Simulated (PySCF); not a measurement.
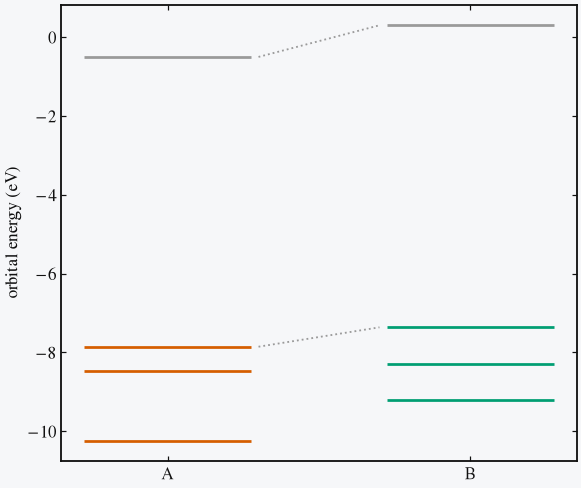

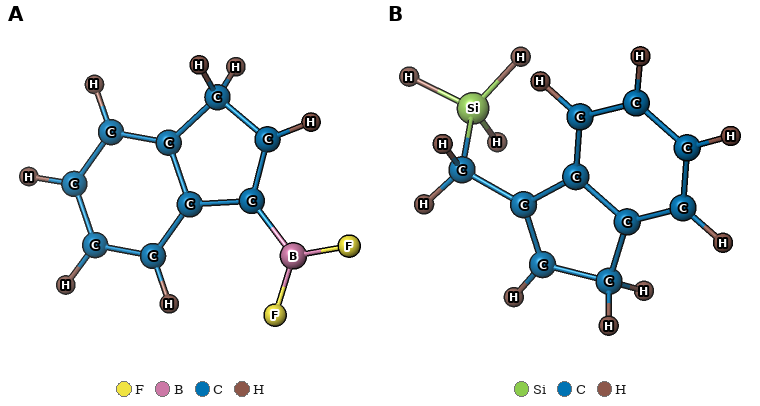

Related molecules: A is C₉H₇BF₂, SMILES FB(F)C1=CCc2ccccc21; B is C₁₀H₁₂Si, SMILES [SiH3]CC1=CCc2ccccc21. Frontier orbital energies, CAM-B3LYP/def2-SVPD in PySCF 2.14.0, at a PBE0-D3(BJ)/def2-SVP geometry (no frequency check); drawn are at most three filled levels and, in grey, the LUMO with any level within 0.03 eV of it; dotted lines join the HOMOs and the LUMOs.

> What does the change do to the frontier levels?

From A to B the HOMO rises by 0.49 eV and the LUMO rises by 0.80 eV, so the separation goes from 7.35 to 7.66 eV.

Limits of at least one run: empty levels above zero depend strongly on the basis; one conformer of a flexible molecule.
